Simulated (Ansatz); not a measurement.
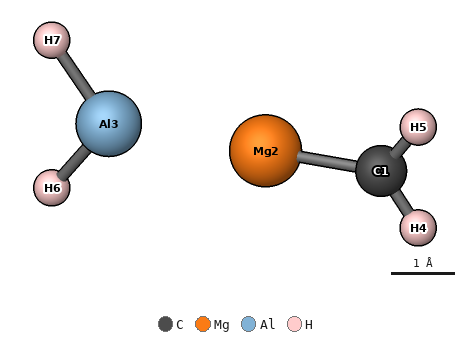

**Figure 1.** The structure (ball-and-stick view, seen at an oblique angle; atoms are numbered from 1 in the order of the input). Sticks mark near contacts. Bond lengths as drawn: Al–H 1.63 Å, C–H 1.10 Å and C–Mg 1.99 Å.

**What a change does: single-point calculation on CH₄AlMg**

System: CH₄AlMg, charge −1.
Method of run 1: RKS PBE-D4/def2-TZVPPD (Ansatz 0.2.0).

The geometry comes from this level: PBE0-D4/def2-TZVPD. Text and figures count atoms from 1; the logs count them from 0 in places.

### Input file, run 1
```yaml
crystal:
  periodic: [false, false, false]
  atoms:
    - {symbol: C, position_ang: [-2.107916, -0.277451, -1.105575]}
    - {symbol: Mg, position_ang: [-0.354469, -0.048443, -0.183810]}
    - {symbol: Al, position_ang: [2.024345, 0.266180, 1.062631]}
    - {symbol: H, position_ang: [-2.286844, -0.137864, -2.179036]}
    - {symbol: H, position_ang: [-3.051239, -0.563841, -0.624003]}
    - {symbol: H, position_ang: [3.441345, 0.696273, 0.378387]}
    - {symbol: H, position_ang: [2.334778, 0.065147, 2.651396]}
basis:
  gaussian: {orbitals: "def2-TZVPPD.json"}
total_charge: -1
hamiltonian: {xc: pbe, dispersion: d4}
```

Launched with:
```bash
ansatz run in.yaml --threads 2 --pin off --events-out ev --progress --plain --max-ram 4352MiB
```

Hardware: 2 threads of Arm Neoverse V1, 23 GiB of memory available, shared host.

### Output (run 1)
```
Functional definition: PBE
  parameter kappa = 0.804
  parameter beta = 0.06672455060314922
  exchange = pbe_x(kappa = kappa, mu = beta*pi^2/3)
  correlation = pbe_c(beta = beta)
1019 factors; their error is unknown
mean field evaluation 1: about -13122.5497 eV, gradient 5.9e1 eV
mean field evaluation 2: about -12972.3698 eV, gradient 1.3e2 eV
mean field evaluation 4: about -13114.3037 eV, gradient 4.9e1 eV
mean field evaluation 8: about -13133.7958 eV, gradient 6.4e-1 eV
mean field evaluation 16: about -13133.7768 eV, gradient 4.0e-4 eV
mean field -13133.77676622 eV, -482.6573937649 hartree, gradient 6.2e-5 eV, S^2 0.000000; 1 other end points of the search recorded, 0 dependent functions left out
reference -13133.77682764 eV, -482.6573960221 hartree; 18, 18 occupied and 170, 170 virtual orbitals, 1019 factors
Total energy: -13133.88628414 eV, -482.6614184741 hartree
```

For run 2 the input was changed thus:
```diff
-    - {symbol: C, position_ang: [-2.107916, -0.277451, -1.105575]}
-    - {symbol: Mg, position_ang: [-0.354469, -0.048443, -0.183810]}
-    - {symbol: Al, position_ang: [2.024345, 0.266180, 1.062631]}
-    - {symbol: H, position_ang: [-2.286844, -0.137864, -2.179036]}
-    - {symbol: H, position_ang: [-3.051239, -0.563841, -0.624003]}
-    - {symbol: H, position_ang: [3.441345, 0.696273, 0.378387]}
-    - {symbol: H, position_ang: [2.334778, 0.065147, 2.651396]}
+    - {symbol: C, position_ang: [1.959005, 0.257821, 1.028865]}
+    - {symbol: Mg, position_ang: [0.206824, 0.028384, 0.104430]}
+    - {symbol: Al, position_ang: [-2.171638, -0.285574, -1.142471]}
+    - {symbol: H, position_ang: [-2.483316, -0.088746, -2.731462]}
+    - {symbol: H, position_ang: [-3.588093, -0.711259, -0.454423]}
+    - {symbol: H, position_ang: [2.901928, 0.546903, 0.548256]}
+    - {symbol: H, position_ang: [2.137856, 0.115674, 2.101966]}
```

Predict how the results change.

The energy is the same within 0.01 kcal/mol.

### Output (run 2)
```
Functional definition: PBE
  parameter kappa = 0.804
  parameter beta = 0.06672455060314922
  exchange = pbe_x(kappa = kappa, mu = beta*pi^2/3)
  correlation = pbe_c(beta = beta)
1019 factors; their error is unknown
mean field evaluation 1: about -13122.5490 eV, gradient 5.9e1 eV
mean field evaluation 2: about -12972.3529 eV, gradient 1.3e2 eV
mean field evaluation 4: about -13114.3064 eV, gradient 4.9e1 eV
mean field evaluation 8: about -13133.7959 eV, gradient 6.4e-1 eV
mean field evaluation 16: about -13133.7768 eV, gradient 4.0e-4 eV
mean field -13133.77680481 eV, -482.6573951830 hartree, gradient 4.4e-5 eV, S^2 0.000000; 1 other end points of the search recorded, 0 dependent functions left out
reference -13133.77686623 eV, -482.6573974401 hartree; 18, 18 occupied and 170, 170 virtual orbitals, 1019 factors
Total energy: -13133.88632537 eV, -482.6614199893 hartree
```

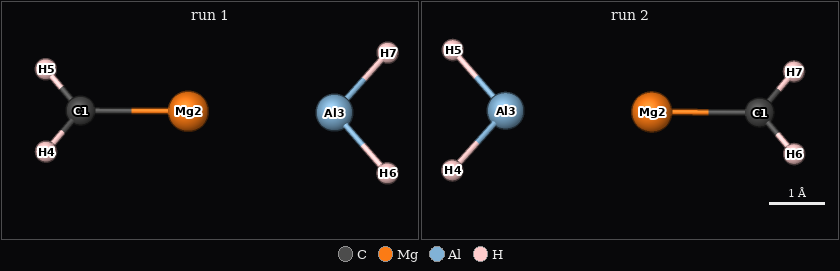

**Figure 2.** The two input geometries at one scale (ball-and-stick view, seen at a tilt). The largest move after the best rigid fit is that of C1, 4.79 Å. Largest moves by element: C 4.79 Å, Al 4.60 Å, Mg 0.80 Å, H 0.48 Å. Among the contacts that change: C1–H4 1.097 → 5.830 Å, C1–H6 5.826 → 1.097 Å, C1–H5 1.097 → 5.823 Å, Al3–H6 1.631 → 5.412 Å.

### The two runs side by side

| quantity | run 1 | run 2 |
| --- | --- | --- |
| outcome | converged | converged |
| total energy (hartree) | −482.661418 | −482.661420 |
| basis functions | 188 | 188 |
| wall time (shared host) | 2.7 s | 2.7 s |
